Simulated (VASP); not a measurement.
Band structure of Sc (hcp). Level of theory: PBE GGA with D3 dispersion (zero damping), VASP's PBE PAW potentials (set 64) (plane waves; VASP 6.6.1).

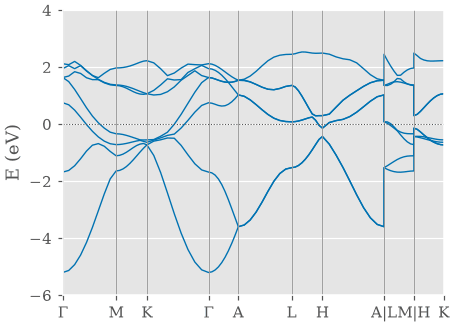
*Bands along high-symmetry lines, zero at the valence-band maximum or, without a gap, the Fermi level*

Problem. Read the plot: is there a gap, and where are the band edges?

Solution. It has no gap at this level: it comes out as a metal or semimetal. (Edges off the drawn lines would not show.)

The compound is Sc in the hcp structure. It was relaxed first, which changed the volume by -5 %.
